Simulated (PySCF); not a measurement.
## A study: C$_{6}$H$_{6}$, SMILES `C=C1C=CC=C1`

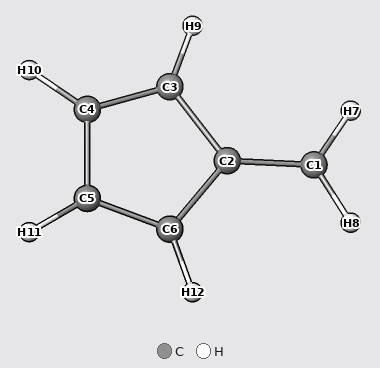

The molecule, with its atoms numbered as below. No frequency check shows the geometry to be a minimum.

Cartesian coordinates (Å):

```
C1      -2.0914   -0.0001    0.0000
C2      -0.7572    0.0003    0.0000
C3       0.1266   -1.1663    0.0000
C4       1.3962   -0.7287    0.0000
C5       1.3961    0.7288    0.0000
C6       0.1264    1.1662    0.0000
H7      -2.6568   -0.9177    0.0000
H8      -2.6570    0.9172    0.0000
H9      -0.2230   -2.1815    0.0000
H10      2.2901   -1.3265    0.0000
H11      2.2899    1.3267    0.0000
H12     -0.2234    2.1813    0.0000
```

Part 1: Excited states

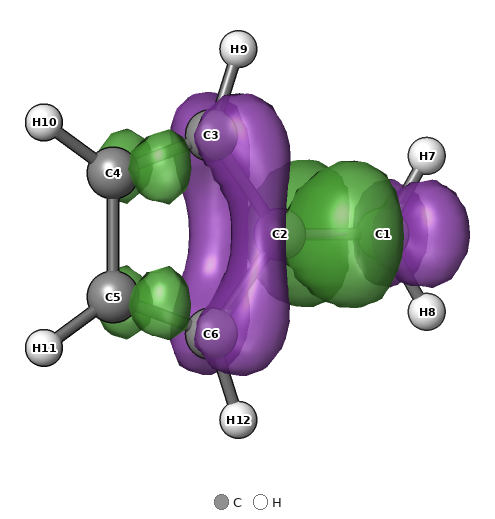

Unrelaxed difference density of T₂ less the ground state (full linear response triplet states), ±0.02 e/Å³; purple: gain, green: loss.

PySCF calculation, CAM-B3LYP/def2-SVP, gas phase; geometry: GFN2-xTB. Without diffuse functions Rydberg states are missing, so the states' numbers hold for this basis only.

Question: How does the charge move on excitation?

Answer: 0.34 e is displaced in all, of which about 0.1 e passes between atoms: C2 (0.07 e) loses electrons and C3 and C6 (0.05 e each) gain them. The state: 2.55 eV (485 nm), spin-forbidden from the singlet ground state, π → π*; the leading pair carries 96 %; hole on C1 (34 %), C2 (24 %) and C4 and C5 (12 % each), electron on C1 (33 %), C2 (17 %) and C4 and C5 (10 % each); their centroids lie 0.1 Å apart.

Part 2: Removing or adding an electron

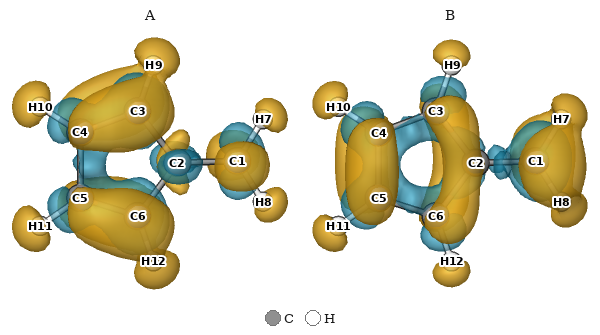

The two Fukui functions at ±0.02 e/Å³ (yellow positive, teal negative).

PySCF calculation, PBE0/6-311G**, gas phase; geometry: GFN2-xTB.

Question: Which panel is f⁻ (electron removed) and which f⁺ (electron added)?

Answer: A is f⁻, B is f⁺. f⁻ (Hirshfeld-condensed) is largest on C3 and C6 (0.17 each), C4 and C5 (0.11 each) and C1 (0.10); the vertical ionisation energy is 8.28 eV (the stability of the cation's solution wasn't checked). f⁺ (Hirshfeld-condensed) is largest on C1 (0.18) and C4 and C5 (0.11 each); the vertical electron affinity is −0.10 eV (the stability of the anion's solution wasn't checked; negative, but this basis has no diffuse functions, so it doesn't show that the anion is unbound).

Question: What chemical potential and hardness follow from the two energies?

Answer: μ = −(I + A)/2 = −4.09 eV and η = I − A = 8.37 eV.

Part 3: Stretching a bond

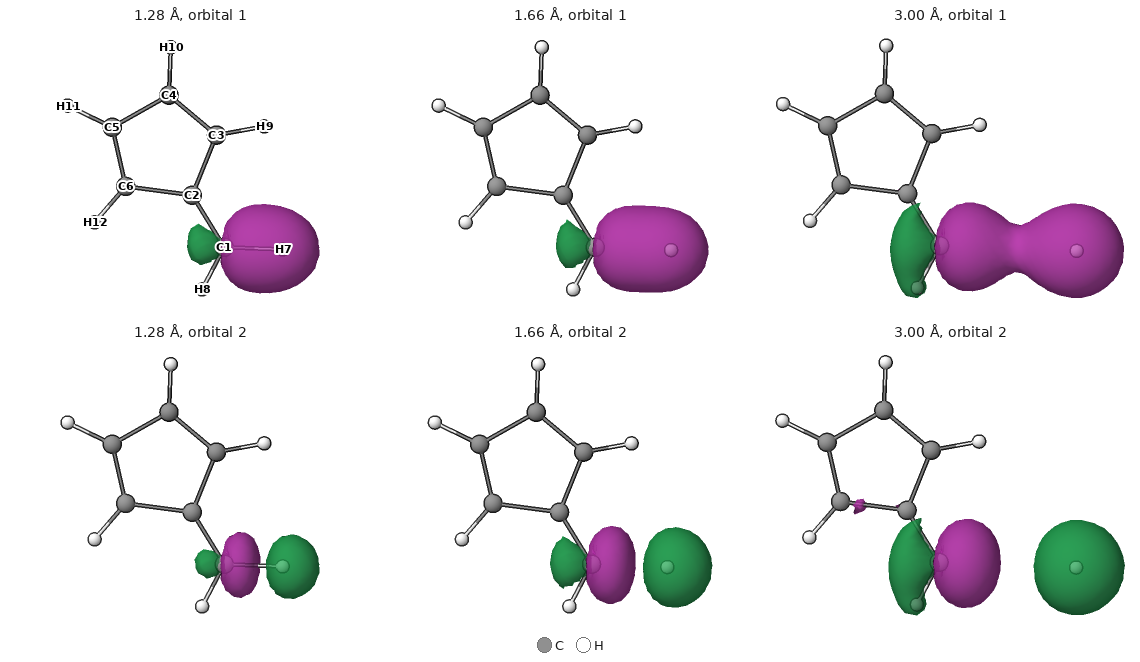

Rigid stretch of the C1–H7 bond. The two CASSCF(2,2) natural orbitals nearest half filling (orbital 1 the more occupied).

Computed with PySCF, 6-31G* basis, geometry: GFN2-xTB.

Question: How do the occupations change along the stretch?

Answer: 1.28 Å: 1.97 and 0.03; 1.66 Å: 1.90 and 0.10; 3.00 Å: 1.27 and 0.73. At the longest distance computed (3.00 Å) they are 1.27 and 0.73, and the effective number of unpaired electrons is 1.7.

UHF's ⟨S²⟩ passes 1 along the scan (up to 1.56), so it also polarises electrons outside the stretched bond; its energy lowering isn't due to that bond alone.

UHF already breaks spin symmetry near equilibrium here (⟨S²⟩ = 0.52 at 1.07 Å), for reasons apart from this bond.

Question: How much energy does the stretch cost?

Answer: By CASSCF, 4.6 eV from the lowest point of the scan (1.07 Å) to 3.00 Å; RHF gives 8.0 eV from its own lowest point. The fragments aren't relaxed and dynamic correlation is missing, so this isn't a bond dissociation energy.

The PySCF runs shown took 5.5 min, 39 s and 2.4 min on 1 thread of Intel(R) Xeon(R) 6975P-C (Granite Rapids), with other jobs on the host.
